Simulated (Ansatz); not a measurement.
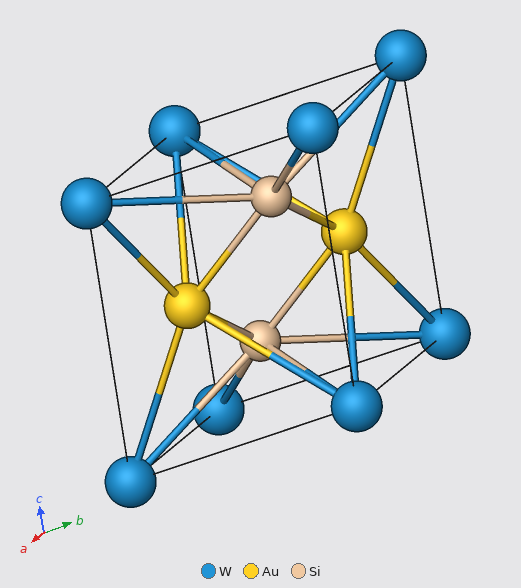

Shown here is a ball-and-stick view of the crystal, taken slightly off an axis. The simulation cell is outlined; an atom on or near a face, edge or corner is repeated at each equivalent position.

Here is the input:
```yaml
crystal:
  lattice:
    - [0.0, 4.209644, 0.0]
    - [4.209644, 0.0, 0.0]
    - [2.104822, 2.104822, -4.86057]
  atoms:
    - { symbol: W, position: [0.0, 0.0, 0.0] }
    - { symbol: Au, position: [0.75, 0.25, 0.5] }
    - { symbol: Au, position: [0.25, 0.75, 0.5] }
    - { symbol: Si, position: [0.379, 0.379, 0.242] }
    - { symbol: Si, position: [0.621, 0.621, 0.758] }
  symmetry: { tolerance: 0.0003 }
kpoints:
  mp_grid: { grid: [3, 3, 3], shift: [0, 0, 0] }
magnetization:
  spin_polarized: false
scf:
  occupations: { method: fermi_dirac }
hamiltonian:
  pseudopotentials: { kind: paw }
  xc: hse06
basis:
  ecutwfc: 420
  fft_grid_basis: typed
output:
  forces: true
  stress: true
  eigenvalues: true
  bader: true
  populations: true
  elf: true
  write_potential: true
  volumetric_format: npy
  dos:
    e_range: [-12, 8]
    de: 0.05
    projected: { site_lists: { Au: [Au], Si: [Si], W: [W] } }
```

Theory: DFT, PAW plane waves, HSE06 (Ansatz 0.2.0). Numerical settings: plane-wave cutoff 420 eV, 3×3×3 k-points, Fermi-Dirac smearing of 0.1 eV, no spin polarisation.

What does a Bader analysis give?

Answer. Si +0.69 e; W +0.70 e; Au -1.04 e.

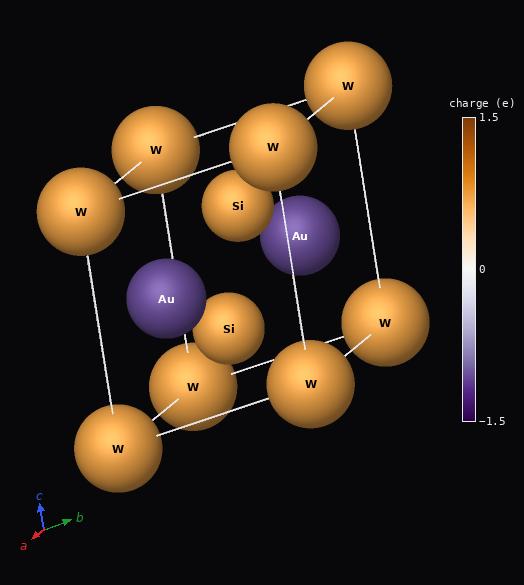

The atoms coloured by those charges.

Shown is a generated cell, made by putting these elements into a known structure type (the compound may or may not exist in this form), as it stood before any relaxation. Ansatz was used for an electronic-structure calculation on it.

At this level of theory the cell isn't at rest (stretched, at -7 GPa and forces up to 2.5 eV/Å), so its distances can differ from those at equilibrium, the more so the softer the solid.
